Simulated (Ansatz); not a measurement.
## Loss of CH3F: how K changes with temperature for C3H3F3 ⇌ C2F2 + CH3F

Species: C3H3F3 `F/C=C(\F)CF`, singlet; C2F2 `FC#CF`, singlet; CH3F (fluoromethane) `CF`, singlet. This is a balance of energies; it says nothing on the path, which may need atoms to shift.

The electronic reaction energy at CCSD(T)/CBS estimate is +299.0 kJ/mol. Shapes: PBE0-D4/def2-TZVP. Flexible molecules stand in one conformer, not always the lowest. Programs: Ansatz 0.2.0. Enthalpy and entropy come from rigid-rotor, harmonic-oscillator sums on unscaled PBE0-D4/def2-TZVP wavenumbers, ideal gases at 1 bar. Symmetry numbers: C3H3F3 1, C2F2 2, CH3F 3. R = 8.3145 J/(mol K).

| T (K) | ΔH (kJ/mol) | ΔS (J/(mol K)) |
| --- | --- | --- |
| 500 | +291.0 | +147.3 |
| 700 | +289.8 | +145.3 |
| 900 | ? | ? |

Work out ln K at 500 and 700 K, and from these estimate it at 900 K.


1. 500 K: ΔG = +291.0 − 500 × (+147.3)/1000 = +217.3 kJ/mol; ln K = −ΔG/RT = -52.27.
2. 700 K: ΔG = +289.8 − 700 × (+145.3)/1000 = +188.1 kJ/mol; ln K = −ΔG/RT = -32.32.
3. Slope against 1000/T: (-32.32 − (-52.27))/(1.4286 − 2.0000) = -34.91, that is −ΔH/R with ΔH near +290 kJ/mol.
4. 900 K: ln K = -52.27 + (-34.91) × (1.1111 − 2.0000) = -21.24.

The full sums give ΔH = +287.9 kJ/mol, ΔS = +142.9 J/(mol K), ΔG = +159.3 kJ/mol and ln K = -21.29 at 900 K, so the line is off by +0.05 in ln K; without rounding the miss is +0.06, from the change of ΔH with temperature. The reactants are favoured over this whole range. The number of molecules rises, which sets the sign of ΔS, and lower pressure favours the products. An error of 10 kJ/mol in the energy moves ln K by 1.3 at 900 K. Soft modes are treated as harmonic, which can err either way at these temperatures; the lowest are those of C3H3F3 (108 cm⁻¹). Other conformers aren't counted. The CBS estimate extrapolates MP2 from def2-TZVPP and def2-QZVPP and adds CCSD(T) − MP2 in the triple-zeta set, cores frozen.

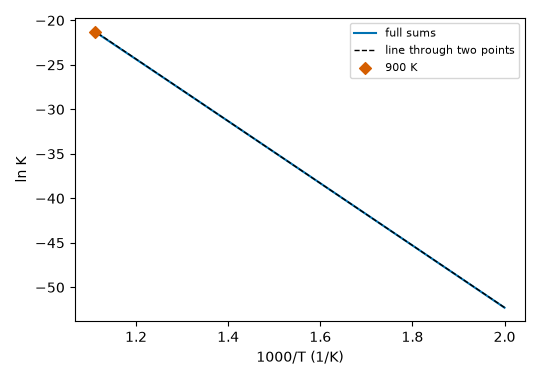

The van 't Hoff plot.
